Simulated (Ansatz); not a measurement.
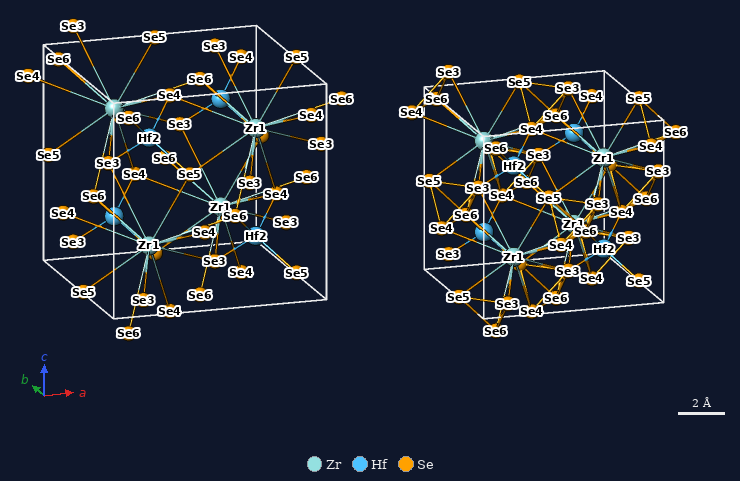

Two geometries of crystalline HfZrSe4 (a generated structure, set up in F-43m) (coarse preliminary run), drawn at one scale. One is the start of a relaxation, the other its converged end. The picture is a ball-and-stick view of the conventional cell (4 times the calculation's cell), seen slightly off an axis. Lengths and directions refer to the drawn axes.

Level of theory: DFT PBE, scalar-relativistic, plane waves, PAW in Ansatz. (plane-wave cutoff 420 eV; k-point mesh 4 × 4 × 4; occupations gaussian; smearing width 0.1 eV; no spin polarisation; cell and atoms relaxed; force threshold 0.04 eV/Å; at most 70 steps)

Q: Which of the two is the end point?

A: The left one is the relaxed one. The energy falls by 8.535 eV per cell of the calculation in 6 accepted moves (8 points after the start). Largest force component: 1 eV/Å at the start, 0.0053 eV/Å at the end. The pressure goes from 44.15 to 0.38 GPa. The SCF was repeated twice at an unchanged geometry on a basis and grid sized afresh for the cell, which shifted the energy by 0.154 eV per cell of the calculation at most. The largest moves relative to the cell, 0.063 Å, are those of Se3, Se4, Se5 and Se6. Se5 goes along [−1 1 1]. Zr and Hf stay in place. Cell: a = b = c 8.296 → 9.812 Å (+18.3 %). Volume +65.4 %. Near-neighbour distances that change, for instance: Zr1–Se3 3.398 → 4.024 Å, Se3–Se4 2.397 → 2.938 Å, Hf2–Se3 2.125 → 2.450 Å. The space group stays F-43m (No. 216).
